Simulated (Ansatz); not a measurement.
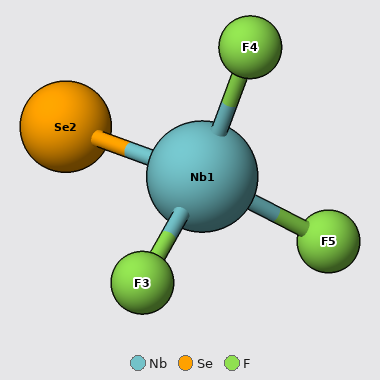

The system is NbSeF3; the picture shows the reference structure. First axis: bond length Nb1–F3. Second axis: bond length Nb1–F5. Nothing is relaxed (all other coordinates rigid). Grid: 13 × 13 points. Points are written as (first, second). Energies: eV, counted from the lowest grid point. All numbers below come from RHF/def2-TZVP (Ansatz).

Its coordinates:

```yaml
atoms:
  - { symbol: Nb, position_ang: [-0.0003, 0.0006, -0.0725] }
  - { symbol: Se, position_ang: [0.0101, -0.0165, 2.1815] }
  - { symbol: F, position_ang: [1.7202, 0.0095, -0.7110] }
  - { symbol: F, position_ang: [-0.8686, 1.4958, -0.6877] }
  - { symbol: F, position_ang: [-0.8614, -1.4893, -0.7104] }
```

Range: bond length Nb1–F3 from 1.542 to 2.386 Å; bond length Nb1–F5 from 1.578 to 2.569 Å.

### What will the energy surface look like?

The lowest grid point is at (1.823 Å, 1.826 Å). It is the only kind of minimum in the scanned range. The highest grid point, (2.386 Å, 2.569 Å), lies 5.35 eV above the lowest. Round the minimum the two coordinates are weakly coupled (coupling 0.05 in units of the two stiffnesses).

```tsv
bond length Nb1–F5 ↓, bond length Nb1–F3 →	1.542	1.612	1.682	1.753	1.823	1.893	1.964	2.034	2.104	2.175	2.245	2.315	2.386
2.569	5.04	3.97	3.35	3.04	2.98	3.07	3.27	3.55	3.88	4.24	4.61	4.98	5.35
2.487	4.67	3.60	2.97	2.67	2.59	2.68	2.89	3.16	3.49	3.84	4.21	4.58	4.95
2.404	4.29	3.21	2.58	2.27	2.19	2.28	2.48	2.75	3.07	3.43	3.79	4.16	4.53
2.322	3.90	2.82	2.19	1.87	1.79	1.87	2.07	2.34	2.65	3.01	3.37	3.73	4.10
2.239	3.51	2.43	1.78	1.46	1.38	1.45	1.65	1.91	2.23	2.58	2.94	3.30	3.67
2.156	3.14	2.05	1.40	1.07	0.98	1.05	1.24	1.50	1.81	2.16	2.51	2.87	3.24
2.074	2.80	1.70	1.04	0.71	0.61	0.68	0.86	1.12	1.43	1.77	2.12	2.48	2.84
1.991	2.52	1.41	0.74	0.40	0.29	0.35	0.53	0.78	1.09	1.42	1.77	2.13	2.49
1.909	2.34	1.22	0.54	0.19	0.07	0.13	0.30	0.54	0.84	1.17	1.52	1.87	2.23
1.826	2.32	1.18	0.49	0.12	0.00	0.04	0.21	0.45	0.74	1.07	1.41	1.75	2.10
1.743	2.53	1.38	0.67	0.29	0.16	0.19	0.35	0.58	0.86	1.19	1.52	1.86	2.21
1.661	3.10	1.92	1.20	0.80	0.66	0.68	0.82	1.05	1.32	1.64	1.97	2.30	2.65
1.578	4.19	2.99	2.24	1.83	1.67	1.68	1.81	2.02	2.29	2.60	2.92	3.25	3.59
```

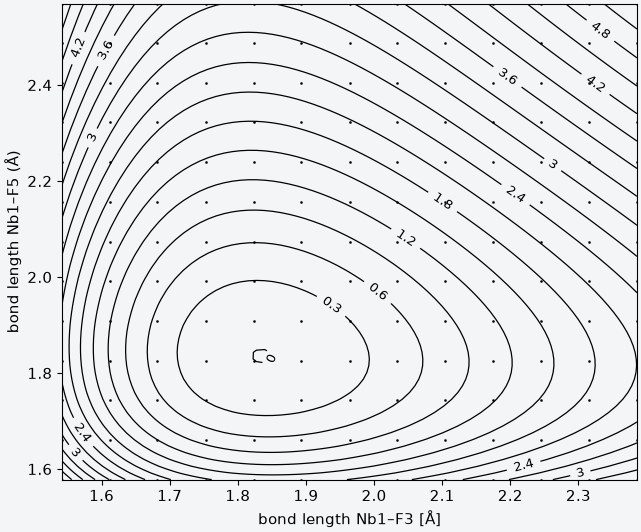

Drawn: contour lines labelled in eV, dots at the grid points. Between grid points the surface is interpolated.

Time for the 169 points that were run: 45 min on 1 thread of Arm Neoverse N1, on a shared host.
